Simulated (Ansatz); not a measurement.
**Geometry relaxation, with input and output: BSiH4ClOF2 (part 1 of 2)**

- system: BSiH4ClOF2
- method: RKS B3LYP-D4/def2-SVP (Ansatz 0.2.0)

It belongs to a series of runs on one base structure; here: end point B relaxed. Figures and captions count atoms from 1; the log counts them from 0 in places.

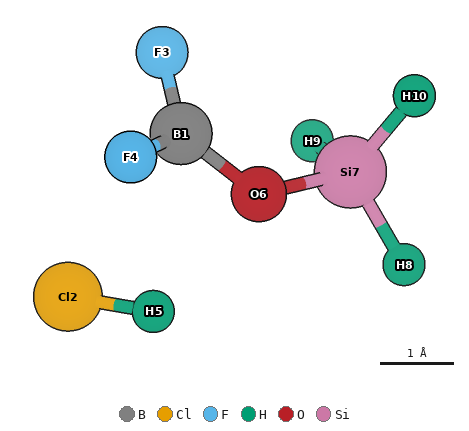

**Figure 1.** The input geometry (ball-and-stick view, seen at a tilt; atoms are numbered from 1 in the order of the input).

### Input
```yaml
crystal:
  periodic: [false, false, false]
  atoms:
    - { symbol: B, position_ang: [-1.402183, 0.323157, 0.055762] }
    - { symbol: Cl, position_ang: [-0.962875, -2.807024, 0.055139] }
    - { symbol: F, position_ang: [-1.64011, 0.643551, -1.203572] }
    - { symbol: F, position_ang: [-2.400381, 0.133096, 0.887121] }
    - { symbol: H, position_ang: [-0.285453, -1.997178, 0.839311] }
    - { symbol: O, position_ang: [-0.067949, 0.241133, 0.543344] }
    - { symbol: Si, position_ang: [1.377025, 0.759038, -0.159517] }
    - { symbol: H, position_ang: [2.459833, 0.291688, 0.743495] }
    - { symbol: H, position_ang: [1.542818, 0.167432, -1.515099] }
    - { symbol: H, position_ang: [1.379276, 2.245207, -0.245984] }
basis:
  gaussian: { orbitals: def2-SVP }
hamiltonian:
  xc: b3lyp
  dispersion: d4
relax:
  f_tol: 0.03
  max_steps: 50
```

Hardware: 2 threads of Intel Xeon @ 2.50GHz (Skylake/Cascade Lake), 189 GiB of memory available, shared host.

Run as:
```bash
ansatz run input.yaml --threads 2 --pin off --max-ram 3072MiB --backend cpu --events-out ev --progress --plain --runs-dir out
```

### Log
```
The last accepted step is kept in [file] (removed where the run ends without a failure and the disk answers)
Engine: ansatz 0.2.0, x86_64-unknown-linux-gnu
Functional definition: B3LYP
  parameter a0 = 0.2
  parameter ax = 0.72
  parameter ac = 0.81
  exchange = (1 - a0 - ax)*slater_x + ax*b88_x + a0*exact_x
  correlation = (1 - ac)*vwn_rpa_c + ac*lyp_c
1148 factors; integrals over basis functions are off by at most 5.5e-4 eV
mean field evaluation 1: about -28611.4923 eV, gradient 5.6e1 eV
mean field evaluation 2: about -28603.4299 eV, gradient 8.8e1 eV
mean field evaluation 4: about -28616.4702 eV, gradient 3.5e0 eV
mean field evaluation 8: about -28616.5310 eV, gradient 1.5e-1 eV
mean field evaluation 16: about -28616.5310 eV, gradient 8.6e-5 eV
mean field -28616.53102726 eV, -1051.6381182702 hartree, gradient 8.6e-5 eV, S^2 0.000000; 0 other end points of the search recorded, 0 dependent functions left out
the calculation of the forces begins
reference -28616.53129435 eV, -1051.6381280859 hartree; 33, 33 occupied and 79, 79 virtual orbitals, 1148 factors
relax step   1: F+E_penalty+E_count = -28616.87738290 eV  Δ(F+E_penalty+E_count) = +0.000e0 eV  max|allowed force component| = 2.272e0 eV/Å  Δτ_max = 0.0000 Å  (26 SCF iters, accepted)
these checks for a lower state are left out or cut short: starts, cluster_reference, orbital_swaps, neighbouring_geometries, increment
1148 factors; integrals over basis functions are off by at most 5.1e-4 eV
mean field -28616.57870017 eV, -1051.6398702175 hartree, gradient 2.0e-5 eV, S^2 0.000000; 0 other end points of the search recorded, 0 dependent functions left out
[... from here on the field's lines of each further geometry are left out, up to the last ...]
relax step   2: F+E_penalty+E_count = -28616.92056347 eV  Δ(F+E_penalty+E_count) = -4.318e-2 eV  max|allowed force component| = 1.333e0 eV/Å  Δτ_max = 0.1933 Å  (29 SCF iters, accepted)
relax step   3: F+E_penalty+E_count = -28616.97302283 eV  Δ(F+E_penalty+E_count) = -5.246e-2 eV  max|allowed force component| = 5.747e-1 eV/Å  Δτ_max = 0.1418 Å  (30 SCF iters, accepted)
relax step   4: F+E_penalty+E_count = -28616.98415628 eV  Δ(F+E_penalty+E_count) = -1.113e-2 eV  max|allowed force component| = 5.508e-1 eV/Å  Δτ_max = 0.1971 Å  (30 SCF iters, accepted)
relax step   5: F+E_penalty+E_count = -28616.97963533 eV  Δ(F+E_penalty+E_count) = +4.521e-3 eV  max|allowed force component| = 7.418e-1 eV/Å  Δτ_max = 0.0935 Å  (29 SCF iters, rejected (line search))
relax step   6: F+E_penalty+E_count = -28617.00030624 eV  Δ(F+E_penalty+E_count) = -1.615e-2 eV  max|allowed force component| = 1.270e-1 eV/Å  Δτ_max = 0.0454 Å  (31 SCF iters, accepted)
relax step   7: F+E_penalty+E_count = -28617.00435871 eV  Δ(F+E_penalty+E_count) = -4.052e-3 eV  max|allowed force component| = 9.166e-2 eV/Å  Δτ_max = 0.0577 Å  (30 SCF iters, accepted)
relax step   8: F+E_penalty+E_count = -28617.00720013 eV  Δ(F+E_penalty+E_count) = -2.841e-3 eV  max|allowed force component| = 2.484e-1 eV/Å  Δτ_max = 0.1463 Å  (30 SCF iters, accepted)
relax step   9: F+E_penalty+E_count = -28617.01023924 eV  Δ(F+E_penalty+E_count) = -3.039e-3 eV  max|allowed force component| = 1.451e-1 eV/Å  Δτ_max = 0.0459 Å  (31 SCF iters, accepted)
relax step  10: F+E_penalty+E_count = -28617.01185013 eV  Δ(F+E_penalty+E_count) = -1.611e-3 eV  max|allowed force component| = 1.198e-1 eV/Å  Δτ_max = 0.0973 Å  (30 SCF iters, accepted)
relax step  11: F+E_penalty+E_count = -28617.01226356 eV  Δ(F+E_penalty+E_count) = -4.134e-4 eV  max|allowed force component| = 1.203e-1 eV/Å  Δτ_max = 0.1123 Å  (30 SCF iters, accepted)
relax step  12: F+E_penalty+E_count = -28617.01322641 eV  Δ(F+E_penalty+E_count) = -9.628e-4 eV  max|allowed force component| = 9.984e-2 eV/Å  Δτ_max = 0.0535 Å  (31 SCF iters, accepted)
relax step  13: F+E_penalty+E_count = -28617.01383911 eV  Δ(F+E_penalty+E_count) = -6.127e-4 eV  max|allowed force component| = 3.917e-2 eV/Å  Δτ_max = 0.0275 Å  (30 SCF iters, accepted)
relax step  14: F+E_penalty+E_count = -28617.01411519 eV  Δ(F+E_penalty+E_count) = -2.761e-4 eV  max|allowed force component| = 5.578e-2 eV/Å  Δτ_max = 0.0422 Å  (31 SCF iters, accepted)
relax step  15: F+E_penalty+E_count = -28617.01432459 eV  Δ(F+E_penalty+E_count) = -2.094e-4 eV  max|allowed force component| = 3.319e-2 eV/Å  Δτ_max = 0.0229 Å  (31 SCF iters, accepted)
relax step  16: F+E_penalty+E_count = -28617.01439226 eV  Δ(F+E_penalty+E_count) = -6.767e-5 eV  max|allowed force component| = 3.433e-2 eV/Å  Δτ_max = 0.0256 Å  (31 SCF iters, accepted)
the calculation of the forces begins
reference -28616.67025269 eV, -1051.6432347106 hartree; 33, 33 occupied and 79, 79 virtual orbitals, 1148 factors
relax step  17: F+E_penalty+E_count = -28617.01442787 eV  Δ(F+E_penalty+E_count) = -3.561e-5 eV  max|allowed force component| = 2.699e-2 eV/Å  Δτ_max = 0.0079 Å  (24 SCF iters, accepted)
1148 factors; integrals over basis functions are off by at most 4.6e-4 eV
mean field evaluation 128: about -28616.6271 eV, gradient 2.3e-1 eV
```

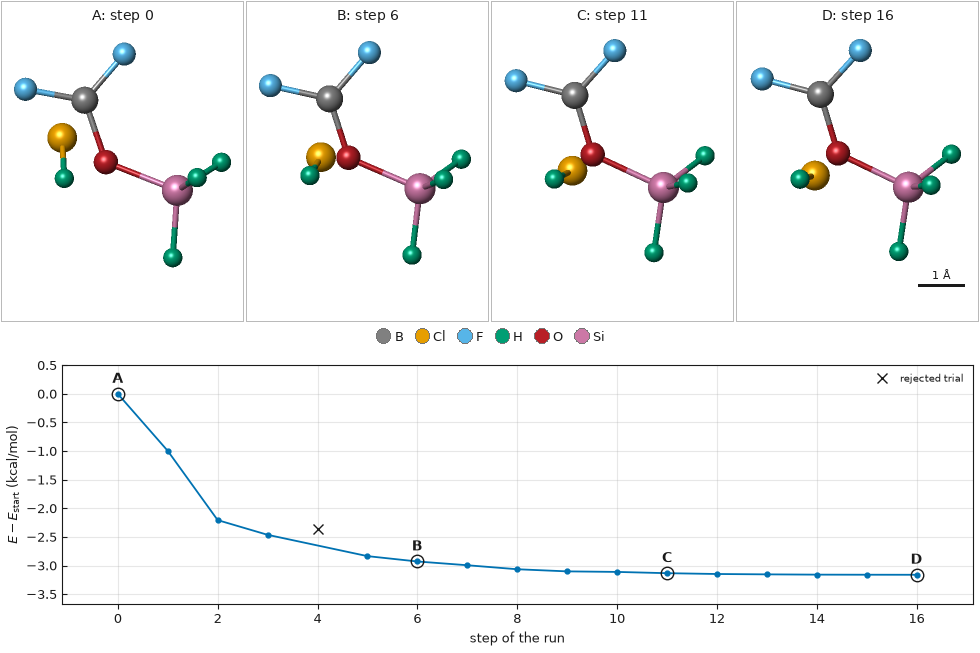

**Figure 2.** Frames of the relaxation (ball-and-stick view, seen at a tilt) above the curves, on which the letters mark them (the first geometry is step 0 here and step 1 in the log).

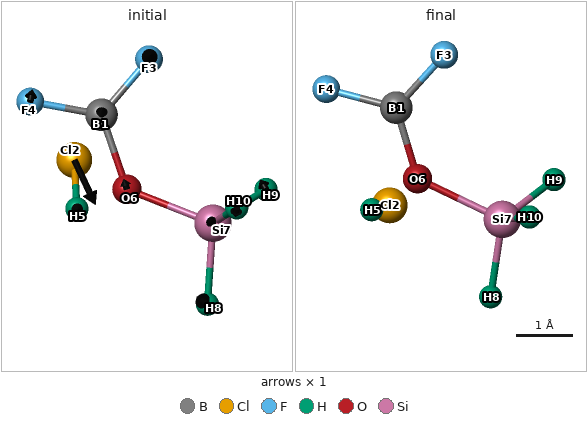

**Figure 3.** Before (left) and after (right) the relaxation, at one scale (ball-and-stick view, seen at a tilt). The black arrows give the displacements, at true length. Over 16 geometry steps the energy falls by 3.16 kcal/mol. The largest force component goes from 2.3 to 0.027 eV/Å. The line search rejected the trial step at point 4 (counted from 0) and went back. Cl2 moves most after the best rigid fit: 0.91 Å. Largest moves by element: Cl 0.91 Å, F 0.54 Å, H 0.44 Å, B 0.22 Å, O 0.20 Å, Si 0.19 Å. Distances before and after: B1–O6 1.423 → 1.347 Å, Cl2–H5 1.315 → 1.296 Å, O6–Si7 1.688 → 1.700 Å, B1–F4 1.313 → 1.321 Å. (Atoms are counted from 1 in the order of the input.)

```
mean field -28616.66999093 eV, -1051.6432250910 hartree, gradient 9.9e-6 eV, S^2 0.000000; 1 other end points of the search recorded, 0 dependent functions left out
the calculation of the forces begins
reference -28616.67025269 eV, -1051.6432347106 hartree; 33, 33 occupied and 79, 79 virtual orbitals, 1148 factors
Total energy: -28617.01468963 eV, -1051.6558925348 hartree
Atom 0 at    -1.498697     0.513768     0.030083 Å, force    -0.005246    -0.005094    -0.002524 eV/Å
Atom 1 at    -0.080520    -2.896012     0.251905 Å, force    -0.002528     0.026988     0.016958 eV/Å
Atom 2 at    -1.715275     1.176133    -1.100092 Å, force    -0.001515    -0.007794     0.017870 eV/Å
Atom 3 at    -2.542840     0.081608     0.713925 Å, force     0.001588     0.011075    -0.009903 eV/Å
Atom 4 at    -0.264809    -1.789229     0.900013 Å, force     0.001833    -0.025752    -0.017568 eV/Å
Atom 5 at    -0.251819     0.275480     0.481265 Å, force    -0.004173    -0.003407    -0.001273 eV/Å
Atom 6 at     1.275140     0.595343    -0.194450 Å, force     0.011328     0.005970    -0.006567 eV/Å
Atom 7 at     2.252536    -0.093524     0.680693 Å, force    -0.001728     0.001572    -0.001107 eV/Å
Atom 8 at     1.327592     0.071491    -1.582466 Å, force     0.001121     0.000216     0.003519 eV/Å
Atom 9 at     1.498694     2.065041    -0.180876 Å, force    -0.000679    -0.003774     0.000595 eV/Å
Dipole moment:     0.356070     0.303175     0.029905 e Å
```

### Trajectory as extended XYZ (Å, eV, eV/Å), 17 frames, from step=1 to step=17
```
10
Properties=species:S:1:pos:R:3:forces:R:3 step=1 energy=-28616.87738
B    -1.4022    0.3232    0.0558    2.2719  -0.0994   0.8030
Cl   -0.9629   -2.8070    0.0551    0.3513   0.3594   0.3673
F    -1.6401    0.6436   -1.2036   -0.0174  -0.0002   0.0340
F    -2.4004    0.1331    0.8871   -0.0204  -0.0146  -0.0244
H    -0.2855   -1.9972    0.8393   -0.3390  -0.3601  -0.3774
O    -0.0679    0.2411    0.5433   -2.2487   0.1448  -0.7728
Si    1.3770    0.7590   -0.1595    0.0124  -0.0247  -0.0233
H     2.4598    0.2917    0.7435   -0.0115   0.0012  -0.0089
H     1.5428    0.1674   -1.5151   -0.0021   0.0033   0.0094
H     1.3793    2.2452   -0.2460    0.0035  -0.0096  -0.0069
10
Properties=species:S:1:pos:R:3:forces:R:3 step=2 energy=-28616.92056
B    -1.3886    0.3568    0.0758    1.3333  -0.1224   0.4304
Cl   -0.7996   -2.9053    0.0224    0.4143   1.0680   0.8469
F    -1.6261    0.6748   -1.1845   -0.0985   0.0638  -0.0606
F    -2.3909    0.1526    0.8999   -0.1477  -0.0268   0.0148
H    -0.4052   -1.9087    0.8362   -0.3584  -1.0286  -0.8297
O    -0.0916    0.2540    0.5475   -1.2647   0.0688  -0.3597
Si    1.3614    0.7406   -0.1631    0.2072   0.0085  -0.0749
H     2.4403    0.2676    0.7409   -0.0331  -0.0060  -0.0032
H     1.5194    0.1418   -1.5160   -0.0353  -0.0102   0.0309
H     1.3807    2.2258   -0.2592   -0.0172  -0.0152   0.0052
10
Properties=species:S:1:pos:R:3:forces:R:3 step=3 energy=-28616.97302
B    -1.4040    0.3750    0.0708    0.2476  -0.0816   0.1149
Cl   -0.6995   -2.8053    0.0125    0.2789   0.5000   0.5085
F    -1.6339    0.7397   -1.1806   -0.1213   0.0709  -0.0989
F    -2.4182    0.1675    0.8825   -0.2194  -0.0208   0.0058
H    -0.2766   -1.8736    0.8498   -0.2854  -0.5747  -0.5156
O    -0.1420    0.2372    0.5361   -0.0066   0.0937   0.0497
Si    1.3311    0.6920   -0.1596    0.1588   0.0644  -0.1082
H     2.3941    0.2029    0.7539   -0.0443  -0.0186   0.0058
H     1.4817    0.0882   -1.5101   -0.0188  -0.0150   0.0326
H     1.3674    2.1765   -0.2553    0.0105  -0.0182   0.0055
```
